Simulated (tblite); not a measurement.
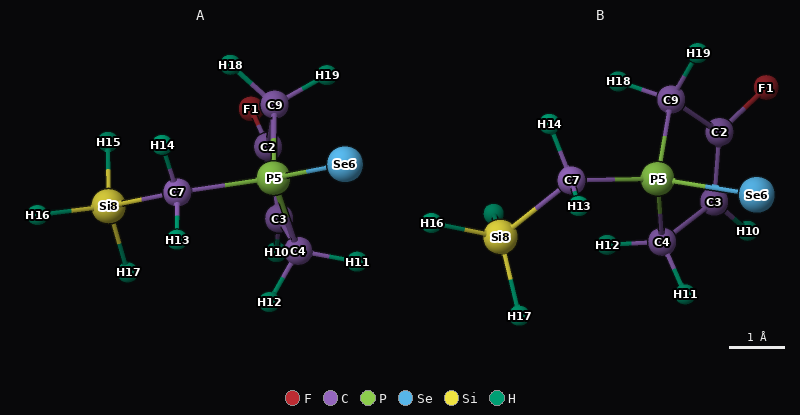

Two geometries of C$_{5}$H$_{10}$FPSeSi, drawn at one scale. One is the start of a relaxation, the other its converged end. A ball-and-stick model, seen at a tilt.

Computed with tblite, GFN2-xTB geometry optimisation, gas phase. 

Which geometry has the lower energy?

Answer. Structure A is the relaxed one. The energy falls by 92.6 kJ/mol in 190 geometry steps. The atom that moves furthest after the best rigid fit is F1 (2.20 Å). Largest moves by element: F 2.20 Å, H 1.95 Å, Se 1.26 Å, C 0.99 Å, Si 0.86 Å, P 0.43 Å. Some distances before and after: P5–Se6 2.004 → 2.086 Å, P5–C7 1.775 → 1.825 Å, P5–C9 1.804 → 1.852 Å, F1–C2 1.388 → 1.345 Å. Among the angles between lasting bonds that change: C4–P5–Se6 100.4° → 116.2°, Se6–P5–C9 103.2° → 115.9°, Se6–P5–C7 127.3° → 115.9°. Groups turn about P5–C9 by about 65°, C4–P5 by about 60°, C2–C9 by about 45°.
